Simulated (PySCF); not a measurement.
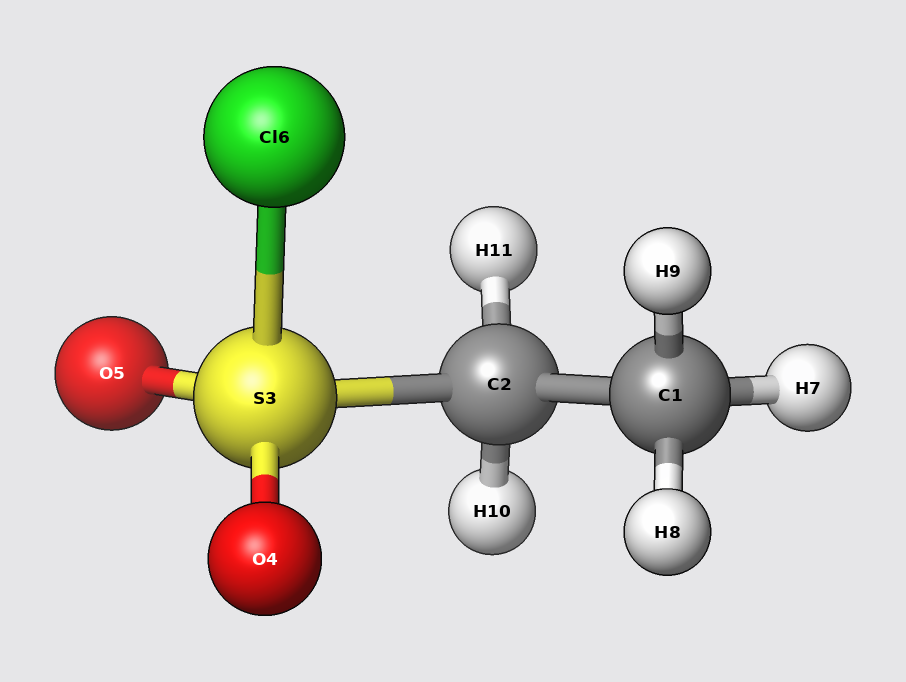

The computed structure is the end point of a PBE0-D3(BJ)/def2-SVP optimisation. No frequency run is at hand to confirm it as a minimum. Method: TDDFT B3LYP/def2-SVPD, vertical, gas phase, core orbitals frozen in the response (PySCF 2.14.0), and the same with a continuum solvent (IEF-PCM, Bondi radii x 1.2, gas-phase geometry).

How do dipole (D), HOMO–LUMO gap (eV), lowest singlet (eV) change in chloroform (ε = 4.7)?

| medium | dipole (D) | HOMO–LUMO gap (eV) | lowest singlet (eV) |
| --- | --- | --- | --- |
| gas phase | 4.29 | 6.59 | 5.31 |
| chloroform | 5.20 | 6.67 | 5.38 |
